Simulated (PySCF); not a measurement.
**B2PLYP/STO-6G run of BH3F− (SMILES [H][B-]([H])([H])F)**

What is the vertical singlet–triplet gap of BH3F− at B2PLYP/STO-6G? 

The results are computed with PySCF 2.14.0.

8 further runs of the same task are left out: 8 set aside as unsound or not needed.

## (1) The structure to begin with

The species is BH3F− (5 atoms), meant as a singlet with charge -1. SMILES: `[H][B-]([H])([H])F`. The coordinates come from a GFN2-xTB relaxation.

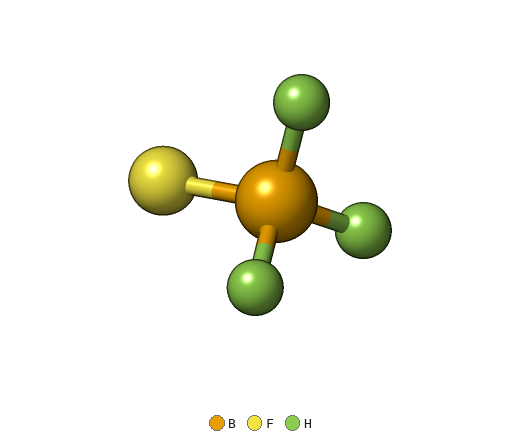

The structure, seen from a chosen angle (boron amber, fluorine yellow, hydrogen green).

## (2) A single-point energy at B2PLYP/STO-6G

job.py

```python
from pyscf import gto, dft, mp

mol = gto.M(
    atom='''
B       -0.000350       0.000360      -0.057130
F        0.012500      -0.020940       1.389230
H        1.160070       0.011720      -0.454270
H       -0.590550       1.012650      -0.424140
H       -0.581670      -1.003790      -0.453700
''',
    basis='sto-6g',
    charge=-1,
    verbose=4,
    max_memory=1860,
)

myscf = dft.RKS(mol, xc='0.53*HF + 0.47*B88, 0.73*LYP')
myscf.grids.level = 5
myscf.conv_tol = 1e-10
myscf.kernel()
if not myscf.converged:
    myscf = myscf.newton().run(myscf.mo_coeff, myscf.mo_occ)

pt = mp.MP2(myscf, frozen=2).run()
e_final = myscf.e_tot + 0.27 * pt.e_corr
print('PT2 part  %.8f' % (0.27 * pt.e_corr))
print('Final energy', e_final)
```

Command:

```sh
$ OMP_NUM_THREADS=1 python job.py
```

The log of the run:

```text
PySCF version 2.14.0

[INPUT] num. atoms = 5
[INPUT] num. electrons = 18
[INPUT] charge = -1
[INPUT] spin (= nelec alpha-beta = 2S) = 0
[INPUT] symmetry False subgroup None
[INPUT] Mole.unit = angstrom
[INPUT] Symbol           X                Y                Z      unit          X                Y                Z       unit  Magmom
[INPUT]  1 B     -0.000350000000   0.000360000000  -0.057130000000 AA   -0.000661404144   0.000680301405  -0.107960053496 Bohr   0.0
[INPUT]  2 F      0.012500000000  -0.020940000000   1.389230000000 AA    0.023621576557  -0.039570865048   2.625264224030 Bohr   0.0
[INPUT]  3 H      1.160070000000   0.011720000000  -0.454270000000 AA    2.192214585324   0.022147590180  -0.858445886606 Bohr   0.0
[INPUT]  4 H     -0.590550000000   1.012650000000  -0.424140000000 AA   -1.115977762862   1.913631160041  -0.801508438473 Bohr   0.0
[INPUT]  5 H     -0.581670000000  -1.003790000000  -0.453700000000 AA   -1.099196994876  -1.896888186577  -0.857368742715 Bohr   0.0

nuclear repulsion = 30.2969866489304
number of shells = 9
number of NR pGTOs = 78
number of NR cGTOs = 13
basis = sto-6g
ecp = {}

******** <class 'pyscf.dft.rks.RKS'> ********
method = RKS
initial guess = minao
damping factor = 0
level_shift factor = 0
DIIS = <class 'pyscf.scf.diis.CDIIS'>
diis_start_cycle = 1
diis_space = 8
diis_damp = 0
SCF conv_tol = 1e-10
SCF conv_tol_grad = None
SCF max_cycles = 50
direct_scf = True
direct_scf_tol = 1e-13
XC library pyscf.dft.libxc version 7.0.0
    S. Lehtola, C. Steigemann, M. J.T. Oliveira, and M. A.L. Marques.,  SoftwareX 7, 1–5 (2018)
XC functionals = 0.53*HF + 0.47*B88, 0.73*LYP
    A. D. Becke.,  Phys. Rev. A 38, 3098 (1988)
    C. Lee, W. Yang, and R. G. Parr.,  Phys. Rev. B 37, 785 (1988)
    B. Miehlich, A. Savin, H. Stoll, and H. Preuss.,  Chem. Phys. Lett. 157, 200 (1989)
radial grids:
    Treutler-Ahlrichs [JCP 102, 346 (1995); DOI:10.1063/1.469408] (M4) radial grids

becke partition: Becke, JCP 88, 2547 (1988); DOI:10.1063/1.454033
pruning grids: <function nwchem_prune>
grids dens level: 5
symmetrized grids: False
atomic radii adjust function: <function treutler_atomic_radii_adjust>
small_rho_cutoff = 0
Set gradient conv threshold to 1e-05
Initial guess from minao.
tot grids = 157656
init E= -125.505505980739
  HOMO = -0.308808020580964  LUMO = 0.313286369450572  gap/eV = 16.92805
cycle= 1 E= -125.606182196407  delta_E= -0.101  |g|= 0.301  |ddm|= 2.18
  HOMO = 0.184860375314605  LUMO = 0.841522851843077  gap/eV = 17.86870
cycle= 2 E= -125.644374793025  delta_E= -0.0382  |g|= 0.109  |ddm|= 0.693
  HOMO = 0.0850846232989269  LUMO = 0.828687443190318  gap/eV = 20.23446
cycle= 3 E= -125.648722242887  delta_E= -0.00435  |g|= 0.0132  |ddm|= 0.184
  HOMO = 0.082596032972127  LUMO = 0.82335589537221  gap/eV = 20.15710
cycle= 4 E= -125.648806620952  delta_E= -8.44e-05  |g|= 0.00328  |ddm|= 0.0268
  HOMO = 0.0832451588903981  LUMO = 0.825194247021404  gap/eV = 20.18946
cycle= 5 E= -125.648811063519  delta_E= -4.44e-06  |g|= 0.000217  |ddm|= 0.00571
  HOMO = 0.0832221148297015  LUMO = 0.825133965968205  gap/eV = 20.18845
cycle= 6 E= -125.64881109619  delta_E= -3.27e-08  |g|= 1.27e-05  |ddm|= 0.000657
  HOMO = 0.0832114181547653  LUMO = 0.825137276717413  gap/eV = 20.18883
cycle= 7 E= -125.648811096251  delta_E= -6.16e-11  |g|= 4.59e-07  |ddm|= 2.18e-05
  HOMO = 0.0832113588786102  LUMO = 0.825137087983127  gap/eV = 20.18883
Extra cycle  E= -125.648811096251  delta_E= -5.68e-14  |g|= 1.01e-07  |ddm|= 7.76e-07
converged SCF energy = -125.648811096251

******** <class 'pyscf.mp.mp2.RMP2'> ********
nocc = 7, nmo = 11
frozen orbitals 2
E(RMP2) = -125.720067097434  E_corr = -0.0712560011829491
E(SCS-RMP2) = -125.729331097172  E_corr = -0.0805200009207818
E_corr(same-spin) = -0.00575446211395049
E_corr(oppo-spin) = -0.0655015390689986
PT2 part  -0.01923912
Final energy -125.66805021657079
```

It took 3.6 s on 1 thread of Arm Neoverse N1, shared host; peak memory 0.17 GiB.

## (3) The triplet, same level

job.py

```python
from pyscf import gto, dft, mp

mol = gto.Mole()
mol.atom = '''
B     -0.000350     0.000360    -0.057130
F      0.012500    -0.020940     1.389230
H      1.160070     0.011720    -0.454270
H     -0.590550     1.012650    -0.424140
H     -0.581670    -1.003790    -0.453700
'''
mol.spin = 2
mol.verbose = 4
mol.charge = -1
mol.max_memory = 1860
mol.basis = 'sto-6g'
mol.build()

calc0 = dft.UKS(mol)
calc0.xc = '0.53*HF + 0.47*B88, 0.73*LYP'
calc0.conv_tol = 1e-10
calc0.grids.level = 5
calc0.kernel()
if not calc0.converged:
    calc0 = calc0.newton().run(calc0.mo_coeff, calc0.mo_occ)

pt = mp.MP2(calc0, frozen=2).run()
energy = calc0.e_tot + 0.27 * pt.e_corr
print('PT2 part  %.8f' % (0.27 * pt.e_corr))
print(f'total energy: {energy:.8f} hartree')
```

Command:

```sh
$ OMP_NUM_THREADS=1 python job.py
```

The log of the run:

```text
PySCF version 2.14.0

[INPUT] num. atoms = 5
[INPUT] num. electrons = 18
[INPUT] charge = -1
[INPUT] spin (= nelec alpha-beta = 2S) = 2
[INPUT] symmetry False subgroup None
[INPUT] Mole.unit = angstrom
[INPUT] Symbol           X                Y                Z      unit          X                Y                Z       unit  Magmom
[INPUT]  1 B     -0.000350000000   0.000360000000  -0.057130000000 AA   -0.000661404144   0.000680301405  -0.107960053496 Bohr   0.0
[INPUT]  2 F      0.012500000000  -0.020940000000   1.389230000000 AA    0.023621576557  -0.039570865048   2.625264224030 Bohr   0.0
[INPUT]  3 H      1.160070000000   0.011720000000  -0.454270000000 AA    2.192214585324   0.022147590180  -0.858445886606 Bohr   0.0
[INPUT]  4 H     -0.590550000000   1.012650000000  -0.424140000000 AA   -1.115977762862   1.913631160041  -0.801508438473 Bohr   0.0
[INPUT]  5 H     -0.581670000000  -1.003790000000  -0.453700000000 AA   -1.099196994876  -1.896888186577  -0.857368742715 Bohr   0.0

nuclear repulsion = 30.2969866489304
number of shells = 9
number of NR pGTOs = 78
number of NR cGTOs = 13
basis = sto-6g
ecp = {}

******** <class 'pyscf.dft.uks.UKS'> ********
method = UKS
initial guess = minao
damping factor = 0
level_shift factor = 0
DIIS = <class 'pyscf.scf.diis.CDIIS'>
diis_start_cycle = 1
diis_space = 8
diis_damp = 0
SCF conv_tol = 1e-10
SCF conv_tol_grad = None
SCF max_cycles = 50
direct_scf = True
direct_scf_tol = 1e-13
number electrons alpha = 10  beta = 8
XC library pyscf.dft.libxc version 7.0.0
    S. Lehtola, C. Steigemann, M. J.T. Oliveira, and M. A.L. Marques.,  SoftwareX 7, 1–5 (2018)
XC functionals = 0.53*HF + 0.47*B88, 0.73*LYP
[... 17 lines left out ...]
[... the frontier-level lines of each cycle are left out ...]
[... 1 line left out ...]
[... 5 lines left out ...]
[... 5 lines left out ...]
[... 5 lines left out ...]
[... 5 lines left out ...]
[... 5 lines left out ...]
[... 5 lines left out ...]
[... 5 lines left out ...]
[... 5 lines left out ...]
[... 5 lines left out ...]
[... 5 lines left out ...]
[... 5 lines left out ...]

cycle= 12 E= -125.170003105916  delta_E= -5.08e-09  |g|= 7.38e-06  |ddm|= 0.000368


cycle= 13 E= -125.170003106239  delta_E= -3.23e-10  |g|= 5.64e-06  |ddm|= 6.29e-05


cycle= 14 E= -125.170003106436  delta_E= -1.97e-10  |g|= 5.49e-06  |ddm|= 2.91e-05


cycle= 15 E= -125.1700031067  delta_E= -2.65e-10  |g|= 5.45e-06  |ddm|= 3.72e-05


cycle= 16 E= -125.170003106969  delta_E= -2.69e-10  |g|= 5.44e-06  |ddm|= 3.72e-05


cycle= 17 E= -125.170003107095  delta_E= -1.26e-10  |g|= 5.44e-06  |ddm|= 1.73e-05


cycle= 18 E= -125.170003107183  delta_E= -8.8e-11  |g|= 5.44e-06  |ddm|= 1.22e-05


Extra cycle  E= -125.170003107335  delta_E= -1.52e-10  |g|= 5.44e-06  |ddm|= 2.1e-05
converged SCF energy = -125.170003107335  <S^2> = 2.0022663  2S+1 = 3.0015105

******** <class 'pyscf.mp.ump2.UMP2'> ********
nocc = (np.int64(8), np.int64(6)), nmo = (11, 11)
frozen orbitals 2
E(UMP2) = -125.224685778729  E_corr = -0.0546826713947517
E(SCS-UMP2) = -125.229170784645  E_corr = -0.0591676773106915
E_corr(same-spin) = -0.00744407118808913
E_corr(oppo-spin) = -0.0472386002066626
PT2 part  -0.01476432
total energy: -125.18476743 hartree
```

It took 9 s on 1 thread of Arm Neoverse N1, shared host; peak memory 0.18 GiB.

## (4) What came out

At B2PLYP/STO-6G, 2 core orbitals frozen:

| quantity | value |
| --- | --- |
| singlet: total energy | -125.66805 Eh |
| singlet: HOMO energy (SCF part's orbitals) | 2.26 eV |
| singlet: LUMO energy (SCF part's orbitals) | 22.45 eV |
| singlet: HOMO–LUMO gap (to an unbound level, set by the basis) | 20.19 eV |
| triplet: total energy | -125.18477 Eh |
| triplet: HOMO energy (SCF part's orbitals) (highest over α and β) | 15.10 eV |
| triplet: ⟨S²⟩ | 2.002 |
| vertical energy of the triplet above the singlet | 13.151 eV |

At this shape the triplet lies 13.15 eV (1269 kJ/mol) above the singlet. For an anion a state so high probably lies above electron detachment. In a minimal basis such a difference can be off by several eV, whatever the method. Mulliken charges (singlet) run from -0.33 on F2 to -0.00 on B1. The HOMO (singlet) lies at positive energy, 2.26 eV; only total energies tell whether the electron is bound. Mulliken charges (triplet) run from -0.35 on B1 to +0.07 on F2. The HOMO (triplet) lies at positive energy, 15.10 eV; only total energies tell whether the electron is bound.
